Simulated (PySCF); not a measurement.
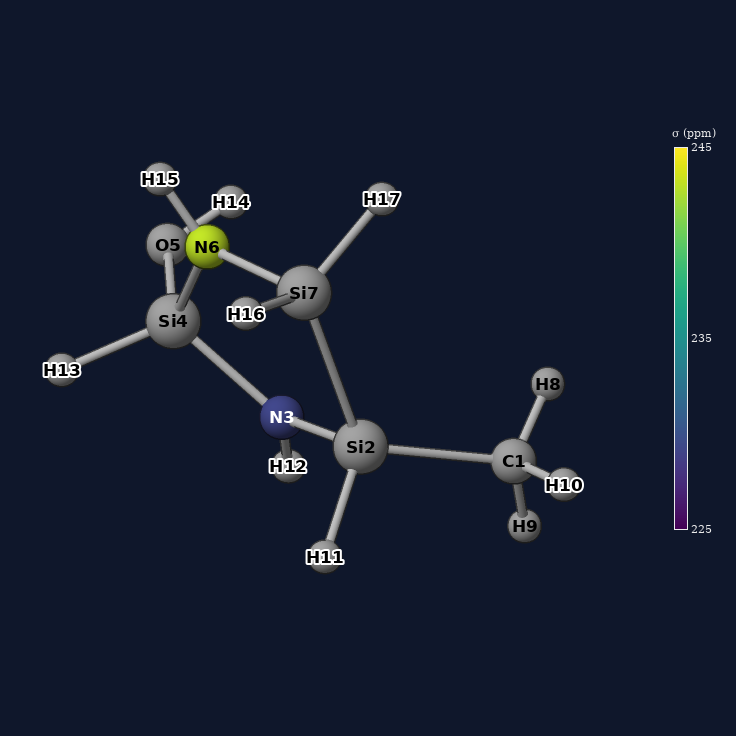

Atoms are coloured by their isotropic NMR shieldings (N only, the others grey). The computed structure is the end point of a GFN2-xTB optimisation. No frequency run is at hand to confirm it as a minimum. Level of theory: GIAO PBE0/pcSseg-1 NMR shielding, non-relativistic, gas phase (PySCF 2.14.0).

Give the isotropic NMR shieldings of the N atoms atom by atom.

| atom | σ (ppm) |
| --- | --- |
| N3 | 229.2 |
| N6 | 243.0 |

The geometry is semi-empirical. Around Si such bond lengths and angles can be off by a tenth of an ångström or more and by several degrees, and values that hang on the shape move with them.
